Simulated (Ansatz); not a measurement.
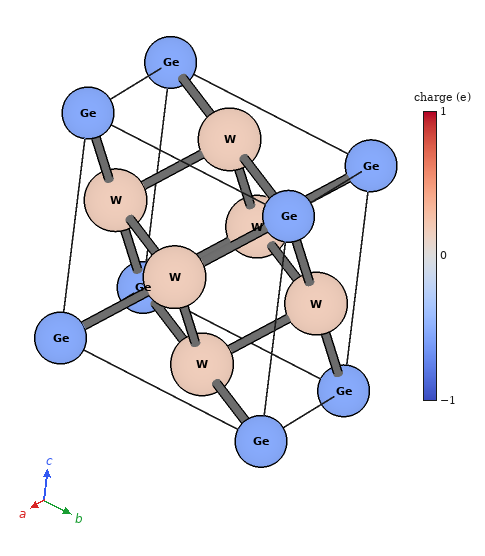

We look at a ball-and-stick model of the crystal slightly off an axis. One simulation cell is framed, with atoms on its boundary repeated. The atoms of this GeW3 cell are coloured by their Bader charge.

The numbers come from DFT PBE, scalar-relativistic, plane waves, PAW (Ansatz), using an energy cutoff of 420 eV, a 12×12×12 grid in reciprocal space, Gaussian smearing of 0.1 eV, no spin polarisation.

> Which element is the most positive, and which the most negative?

Most positive: W; most negative: Ge. Charges: about Ge -0.5 e; W +0.2 e.

The initial geometry was a random cell made by a generator, so it need not be a real form of the compound. Earlier steps of the study, as a rule a relaxation of our own, may have changed the cell and positions, so they can lie some per cent off the listed ones. An electronic-structure calculation with Ansatz was run on it.
